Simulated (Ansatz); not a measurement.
## Si4H11ClF2: geometry relaxation (part 1 of 2)

System: Si4H11ClF2.
Method: RKS PBE0-D4/def2-TZVP (Ansatz 0.2.0).

The geometry is a transition state displaced along its imaginary mode. The reaction was set up to form Si1–Cl7, H6–F9 and Si2–H8 and to break Si1–Si2, H6–Cl7 and H8–F9 (atoms counted from 1 in the order of the input); sticks are drawn by distance alone. Figures and captions count atoms from 1; the log counts them from 0 in places.

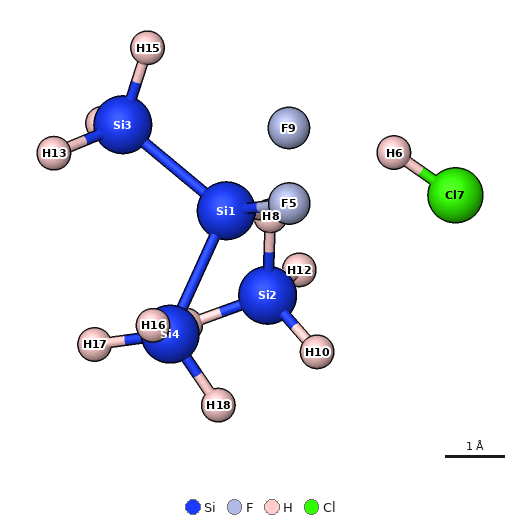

**Figure 1.** The starting structure (ball-and-stick view, seen at a tilt; atoms are numbered from 1 in the order of the input). Bond lengths as drawn: Cl–H 1.31 Å, F–Si 1.59 Å, H–Si 1.47 to 1.68 Å and Si–Si 2.33 to 2.42 Å.

Summary:

| quantity | value |
| --- | --- |
| outcome | converged |
| total energy | −49630.5030 eV |
| mean-field energy | −49630.0712 eV |
| dispersion energy | −0.4319 eV |
| SCF solution under orbital rotations | stable |
| largest force (length of the vector) at the end | 0.003 eV/Å |
| dipole moment | 2.23 D |
| hardware | 4 CPU threads, shared host |
| wall time | 2.9 min (CPU time 4.1 min) |
| peak memory | 0.99 GiB |

The input:
```yaml
crystal:
  periodic: [false, false, false]
  atoms:
    - {symbol: Si, position_ang: [0.016818, 0.155832, -0.707845]}
    - {symbol: Si, position_ang: [-0.181122, 0.339262, 1.971292]}
    - {symbol: Si, position_ang: [1.612497, -1.317559, -1.552266]}
    - {symbol: Si, position_ang: [-2.009945, -1.131393, -0.396586]}
    - {symbol: F, position_ang: [-0.601225, 1.359643, -1.544685]}
    - {symbol: H, position_ang: [1.062224, 3.057846, 0.208775]}
    - {symbol: Cl, position_ang: [0.440476, 3.921054, 0.975157]}
    - {symbol: H, position_ang: [0.632669, 0.721448, 0.752912]}
    - {symbol: F, position_ang: [1.586022, 1.388319, -0.411645]}
    - {symbol: H, position_ang: [-1.474563, 1.053319, 2.007983]}
    - {symbol: H, position_ang: [-0.388672, -1.148498, 2.060660]}
    - {symbol: H, position_ang: [0.798662, 0.817599, 2.959269]}
    - {symbol: H, position_ang: [0.935634, -2.489029, -2.187966]}
    - {symbol: H, position_ang: [2.421538, -1.805211, -0.409305]}
    - {symbol: H, position_ang: [2.432497, -0.591708, -2.539928]}
    - {symbol: H, position_ang: [-2.603995, -1.235657, -1.765679]}
    - {symbol: H, position_ang: [-1.641443, -2.510759, 0.048882]}
    - {symbol: H, position_ang: [-3.037875, -0.584406, 0.530874]}
basis:
  gaussian: {orbitals: def2-TZVP}
hamiltonian: {xc: pbe0, dispersion: d4}
relax: {f_tol: 0.005, max_steps: 200}
```

Launched with:
```bash
ansatz run in.yaml --threads 4 --pin off --events-out ev --progress --plain --max-ram 66560MiB --backend cuda --devices 0, --max-vram 37GiB
```

The program's output:
```
Functional definition: PBE0
  name "PBE0"
  cite "Adamo & Barone, J. Chem. Phys. 110, 6158 (1999) doi:10.1063/1.478522"
  cite "Perdew, Burke & Ernzerhof, Phys. Rev. Lett. 77, 3865 (1996) doi:10.1103/PhysRevLett.77.3865"
  parent pbe
  parameter a = 0.25
  parameter kappa = 0.804
  parameter beta = 0.06672455060314922
  exchange = (1 - a)*pbe_x(kappa = kappa, mu = beta*pi^2/3) + a*exact_x
  correlation = pbe_c(beta = beta)
2136 factors; their error is unknown
mean field evaluation 1: about -49624.0520 eV, gradient 4.6e1 eV
mean field evaluation 2: about -49616.1917 eV, gradient 8.7e1 eV
mean field evaluation 4: about -49627.3514 eV, gradient 4.8e0 eV
mean field evaluation 8: about -49627.3857 eV, gradient 4.7e-2 eV
mean field evaluation 16: about -49627.5760 eV, gradient 7.1e-5 eV
mean field -49627.57604170 eV, -1823.7797807534 hartree, gradient 7.1e-5 eV, S^2 0.000000; 0 other end points of the search recorded, 0 dependent functions left out
the calculation of the forces begins
reference -49627.57608963 eV, -1823.7797825146 hartree; 51, 51 occupied and 262, 262 virtual orbitals, 2136 factors
relax step   1: F+E_penalty+E_count = -49628.05385335 eV  Δ(F+E_penalty+E_count) = +0.000e0 eV  max|allowed force component| = 1.126e0 eV/Å  Δτ_max = 0.0000 Å  (28 SCF iters, accepted)
these checks for a lower state are left out or cut short: starts, cluster_reference, orbital_swaps, neighbouring_geometries, increment
2136 factors; their error is unknown
mean field -49627.94480887 eV, -1823.7933326967 hartree, gradient 2.6e-5 eV, S^2 0.000000; 0 other end points of the search recorded, 0 dependent functions left out
[... from here on the field's lines of each further geometry are left out, up to the last ...]
relax step   2: F+E_penalty+E_count = -49628.42703443 eV  Δ(F+E_penalty+E_count) = -3.732e-1 eV  max|allowed force component| = 1.434e0 eV/Å  Δτ_max = 0.1944 Å  (32 SCF iters, accepted)
relax step   3: F+E_penalty+E_count = -49628.92134403 eV  Δ(F+E_penalty+E_count) = -4.943e-1 eV  max|allowed force component| = 1.336e0 eV/Å  Δτ_max = 0.1999 Å  (35 SCF iters, accepted)
relax step   4: F+E_penalty+E_count = -49629.23838442 eV  Δ(F+E_penalty+E_count) = -3.170e-1 eV  max|allowed force component| = 1.196e0 eV/Å  Δτ_max = 0.1950 Å  (31 SCF iters, accepted)
relax step   5: F+E_penalty+E_count = -49629.56384554 eV  Δ(F+E_penalty+E_count) = -3.255e-1 eV  max|allowed force component| = 7.151e-1 eV/Å  Δτ_max = 0.1933 Å  (30 SCF iters, accepted)
relax step   6: F+E_penalty+E_count = -49629.84841010 eV  Δ(F+E_penalty+E_count) = -2.846e-1 eV  max|allowed force component| = 7.159e-1 eV/Å  Δτ_max = 0.1958 Å  (29 SCF iters, accepted)
relax step   7: F+E_penalty+E_count = -49630.06493809 eV  Δ(F+E_penalty+E_count) = -2.165e-1 eV  max|allowed force component| = 5.840e-1 eV/Å  Δτ_max = 0.1950 Å  (30 SCF iters, accepted)
relax step   8: F+E_penalty+E_count = -49630.23559439 eV  Δ(F+E_penalty+E_count) = -1.707e-1 eV  max|allowed force component| = 3.897e-1 eV/Å  Δτ_max = 0.2000 Å  (29 SCF iters, accepted)
relax step   9: F+E_penalty+E_count = -49630.35774295 eV  Δ(F+E_penalty+E_count) = -1.221e-1 eV  max|allowed force component| = 2.070e-1 eV/Å  Δτ_max = 0.1944 Å  (29 SCF iters, accepted)
relax step  10: F+E_penalty+E_count = -49630.41930870 eV  Δ(F+E_penalty+E_count) = -6.157e-2 eV  max|allowed force component| = 1.430e-1 eV/Å  Δτ_max = 0.1998 Å  (30 SCF iters, accepted)
relax step  11: F+E_penalty+E_count = -49630.43103841 eV  Δ(F+E_penalty+E_count) = -1.173e-2 eV  max|allowed force component| = 2.777e-1 eV/Å  Δτ_max = 0.1917 Å  (29 SCF iters, accepted)
relax step  12: F+E_penalty+E_count = -49630.45697430 eV  Δ(F+E_penalty+E_count) = -2.594e-2 eV  max|allowed force component| = 2.540e-1 eV/Å  Δτ_max = 0.1397 Å  (29 SCF iters, accepted)
relax step  13: F+E_penalty+E_count = -49630.46977521 eV  Δ(F+E_penalty+E_count) = -1.280e-2 eV  max|allowed force component| = 9.066e-2 eV/Å  Δτ_max = 0.1604 Å  (29 SCF iters, accepted)
relax step  14: F+E_penalty+E_count = -49630.47346950 eV  Δ(F+E_penalty+E_count) = -3.694e-3 eV  max|allowed force component| = 1.138e-1 eV/Å  Δτ_max = 0.0839 Å  (29 SCF iters, accepted)
relax step  15: F+E_penalty+E_count = -49630.47577985 eV  Δ(F+E_penalty+E_count) = -2.310e-3 eV  max|allowed force component| = 1.354e-1 eV/Å  Δτ_max = 0.0689 Å  (29 SCF iters, accepted)
relax step  16: F+E_penalty+E_count = -49630.47786723 eV  Δ(F+E_penalty+E_count) = -2.087e-3 eV  max|allowed force component| = 9.005e-2 eV/Å  Δτ_max = 0.0829 Å  (29 SCF iters, accepted)
relax step  17: F+E_penalty+E_count = -49630.47887565 eV  Δ(F+E_penalty+E_count) = -1.008e-3 eV  max|allowed force component| = 4.041e-2 eV/Å  Δτ_max = 0.0293 Å  (30 SCF iters, accepted)
relax step  18: F+E_penalty+E_count = -49630.47960089 eV  Δ(F+E_penalty+E_count) = -7.252e-4 eV  max|allowed force component| = 8.668e-2 eV/Å  Δτ_max = 0.0751 Å  (29 SCF iters, accepted)
relax step  19: F+E_penalty+E_count = -49630.48086790 eV  Δ(F+E_penalty+E_count) = -1.267e-3 eV  max|allowed force component| = 5.846e-2 eV/Å  Δτ_max = 0.0569 Å  (29 SCF iters, accepted)
relax step  20: F+E_penalty+E_count = -49630.48172349 eV  Δ(F+E_penalty+E_count) = -8.556e-4 eV  max|allowed force component| = 4.479e-2 eV/Å  Δτ_max = 0.0398 Å  (30 SCF iters, accepted)
relax step  21: F+E_penalty+E_count = -49630.48305411 eV  Δ(F+E_penalty+E_count) = -1.331e-3 eV  max|allowed force component| = 7.738e-2 eV/Å  Δτ_max = 0.0665 Å  (29 SCF iters, accepted)
relax step  22: F+E_penalty+E_count = -49630.48436355 eV  Δ(F+E_penalty+E_count) = -1.309e-3 eV  max|allowed force component| = 1.239e-1 eV/Å  Δτ_max = 0.1279 Å  (28 SCF iters, accepted)
relax step  23: F+E_penalty+E_count = -49630.48562125 eV  Δ(F+E_penalty+E_count) = -1.258e-3 eV  max|allowed force component| = 9.586e-2 eV/Å  Δτ_max = 0.0311 Å  (30 SCF iters, accepted)
relax step  24: F+E_penalty+E_count = -49630.48824831 eV  Δ(F+E_penalty+E_count) = -2.627e-3 eV  max|allowed force component| = 5.575e-2 eV/Å  Δτ_max = 0.0623 Å  (29 SCF iters, accepted)
relax step  25: F+E_penalty+E_count = -49630.49001416 eV  Δ(F+E_penalty+E_count) = -1.766e-3 eV  max|allowed force component| = 6.724e-2 eV/Å  Δτ_max = 0.1530 Å  (29 SCF iters, accepted)
relax step  26: F+E_penalty+E_count = -49630.49087460 eV  Δ(F+E_penalty+E_count) = -8.604e-4 eV  max|allowed force component| = 4.549e-2 eV/Å  Δτ_max = 0.0180 Å  (30 SCF iters, accepted)
relax step  27: F+E_penalty+E_count = -49630.49142289 eV  Δ(F+E_penalty+E_count) = -5.483e-4 eV  max|allowed force component| = 3.421e-2 eV/Å  Δτ_max = 0.0157 Å  (30 SCF iters, accepted)
relax step  28: F+E_penalty+E_count = -49630.49146451 eV  Δ(F+E_penalty+E_count) = -4.162e-5 eV  max|allowed force component| = 2.818e-2 eV/Å  Δτ_max = 0.0057 Å  (23 SCF iters, accepted)
relax step  29: F+E_penalty+E_count = -49630.49205903 eV  Δ(F+E_penalty+E_count) = -5.945e-4 eV  max|allowed force component| = 1.795e-2 eV/Å  Δτ_max = 0.0632 Å  (29 SCF iters, accepted)
relax step  30: F+E_penalty+E_count = -49630.49246236 eV  Δ(F+E_penalty+E_count) = -4.033e-4 eV  max|allowed force component| = 3.737e-2 eV/Å  Δτ_max = 0.0653 Å  (29 SCF iters, accepted)
relax step  31: F+E_penalty+E_count = -49630.49300381 eV  Δ(F+E_penalty+E_count) = -5.415e-4 eV  max|allowed force component| = 5.791e-2 eV/Å  Δτ_max = 0.1056 Å  (29 SCF iters, accepted)
relax step  32: F+E_penalty+E_count = -49630.49362963 eV  Δ(F+E_penalty+E_count) = -6.258e-4 eV  max|allowed force component| = 7.204e-2 eV/Å  Δτ_max = 0.0475 Å  (29 SCF iters, accepted)
relax step  33: F+E_penalty+E_count = -49630.49373410 eV  Δ(F+E_penalty+E_count) = -1.045e-4 eV  max|allowed force component| = 1.424e-1 eV/Å  Δτ_max = 0.1204 Å  (29 SCF iters, accepted)
relax step  34: F+E_penalty+E_count = -49630.49512082 eV  Δ(F+E_penalty+E_count) = -1.387e-3 eV  max|allowed force component| = 1.125e-1 eV/Å  Δτ_max = 0.0201 Å  (30 SCF iters, accepted)
relax step  35: F+E_penalty+E_count = -49630.49611719 eV  Δ(F+E_penalty+E_count) = -9.964e-4 eV  max|allowed force component| = 8.517e-2 eV/Å  Δτ_max = 0.0377 Å  (30 SCF iters, accepted)
relax step  36: F+E_penalty+E_count = -49630.49740254 eV  Δ(F+E_penalty+E_count) = -1.285e-3 eV  max|allowed force component| = 4.323e-2 eV/Å  Δτ_max = 0.0417 Å  (29 SCF iters, accepted)
relax step  37: F+E_penalty+E_count = -49630.49880705 eV  Δ(F+E_penalty+E_count) = -1.405e-3 eV  max|allowed force component| = 6.229e-2 eV/Å  Δτ_max = 0.0871 Å  (29 SCF iters, accepted)
relax step  38: F+E_penalty+E_count = -49630.49948190 eV  Δ(F+E_penalty+E_count) = -6.748e-4 eV  max|allowed force component| = 8.355e-2 eV/Å  Δτ_max = 0.0945 Å  (29 SCF iters, accepted)
relax step  39: F+E_penalty+E_count = -49630.50015510 eV  Δ(F+E_penalty+E_count) = -6.732e-4 eV  max|allowed force component| = 6.185e-2 eV/Å  Δτ_max = 0.0083 Å  (24 SCF iters, accepted)
relax step  40: F+E_penalty+E_count = -49630.50087049 eV  Δ(F+E_penalty+E_count) = -7.154e-4 eV  max|allowed force component| = 1.297e-2 eV/Å  Δτ_max = 0.0273 Å  (29 SCF iters, accepted)
relax step  41: F+E_penalty+E_count = -49630.50150142 eV  Δ(F+E_penalty+E_count) = -6.309e-4 eV  max|allowed force component| = 1.688e-2 eV/Å  Δτ_max = 0.0622 Å  (29 SCF iters, accepted)
relax step  42: F+E_penalty+E_count = -49630.50058719 eV  Δ(F+E_penalty+E_count) = +9.142e-4 eV  max|allowed force component| = 9.727e-2 eV/Å  Δτ_max = 0.1503 Å  (28 SCF iters, rejected (line search))
relax step  43: F+E_penalty+E_count = -49630.50210661 eV  Δ(F+E_penalty+E_count) = -6.052e-4 eV  max|allowed force component| = 2.203e-2 eV/Å  Δτ_max = 0.0733 Å  (29 SCF iters, accepted)
relax step  44: F+E_penalty+E_count = -49630.50226428 eV  Δ(F+E_penalty+E_count) = -1.577e-4 eV  max|allowed force component| = 2.655e-2 eV/Å  Δτ_max = 0.0450 Å  (30 SCF iters, accepted)
relax step  45: F+E_penalty+E_count = -49630.50227976 eV  Δ(F+E_penalty+E_count) = -1.547e-5 eV  max|allowed force component| = 3.194e-2 eV/Å  Δτ_max = 0.0356 Å  (29 SCF iters, accepted)
relax step  46: F+E_penalty+E_count = -49630.50255886 eV  Δ(F+E_penalty+E_count) = -2.791e-4 eV  max|allowed force component| = 1.731e-2 eV/Å  Δτ_max = 0.0221 Å  (29 SCF iters, accepted)
relax step  47: F+E_penalty+E_count = -49630.50265140 eV  Δ(F+E_penalty+E_count) = -9.254e-5 eV  max|allowed force component| = 1.309e-2 eV/Å  Δτ_max = 0.0123 Å  (24 SCF iters, accepted)
relax step  48: F+E_penalty+E_count = -49630.50272048 eV  Δ(F+E_penalty+E_count) = -6.908e-5 eV  max|allowed force component| = 1.198e-2 eV/Å  Δτ_max = 0.0216 Å  (30 SCF iters, accepted)
relax step  49: F+E_penalty+E_count = -49630.50277750 eV  Δ(F+E_penalty+E_count) = -5.702e-5 eV  max|allowed force component| = 1.292e-2 eV/Å  Δτ_max = 0.0272 Å  (30 SCF iters, accepted)
relax step  50: F+E_penalty+E_count = -49630.50283151 eV  Δ(F+E_penalty+E_count) = -5.401e-5 eV  max|allowed force component| = 1.122e-2 eV/Å  Δτ_max = 0.0315 Å  (30 SCF iters, accepted)
relax step  51: F+E_penalty+E_count = -49630.50286496 eV  Δ(F+E_penalty+E_count) = -3.345e-5 eV  max|allowed force component| = 1.128e-2 eV/Å  Δτ_max = 0.0132 Å  (24 SCF iters, accepted)
relax step  52: F+E_penalty+E_count = -49630.50289184 eV  Δ(F+E_penalty+E_count) = -2.689e-5 eV  max|allowed force component| = 8.749e-3 eV/Å  Δτ_max = 0.0076 Å  (23 SCF iters, accepted)
relax step  53: F+E_penalty+E_count = -49630.50291595 eV  Δ(F+E_penalty+E_count) = -2.411e-5 eV  max|allowed force component| = 6.270e-3 eV/Å  Δτ_max = 0.0105 Å  (24 SCF iters, accepted)
relax step  54: F+E_penalty+E_count = -49630.50289418 eV  Δ(F+E_penalty+E_count) = +2.178e-5 eV  max|allowed force component| = 1.512e-2 eV/Å  Δτ_max = 0.0283 Å  (30 SCF iters, rejected (line search))
relax step  55: F+E_penalty+E_count = -49630.50294539 eV  Δ(F+E_penalty+E_count) = -2.944e-5 eV  max|allowed force component| = 3.322e-3 eV/Å  Δτ_max = 0.0139 Å  (29 SCF iters, accepted)
relax step  56: F+E_penalty+E_count = -49630.50295291 eV  Δ(F+E_penalty+E_count) = -7.521e-6 eV  max|allowed force component| = 9.618e-3 eV/Å  Δτ_max = 0.0161 Å  (29 SCF iters, accepted)
relax step  57: F+E_penalty+E_count = -49630.50296092 eV  Δ(F+E_penalty+E_count) = -8.005e-6 eV  max|allowed force component| = 6.847e-3 eV/Å  Δτ_max = 0.0087 Å  (24 SCF iters, accepted)
the calculation of the forces begins
reference -49630.07115493 eV, -1823.8714744733 hartree; 51, 51 occupied and 262, 262 virtual orbitals, 2136 factors
relax step  58: F+E_penalty+E_count = -49630.50297063 eV  Δ(F+E_penalty+E_count) = -9.711e-6 eV  max|allowed force component| = 2.424e-3 eV/Å  Δτ_max = 0.0060 Å  (23 SCF iters, accepted)
2136 factors; their error is unknown
mean field evaluation 416: about -49629.8800 eV, gradient 3.0e-1 eV
```
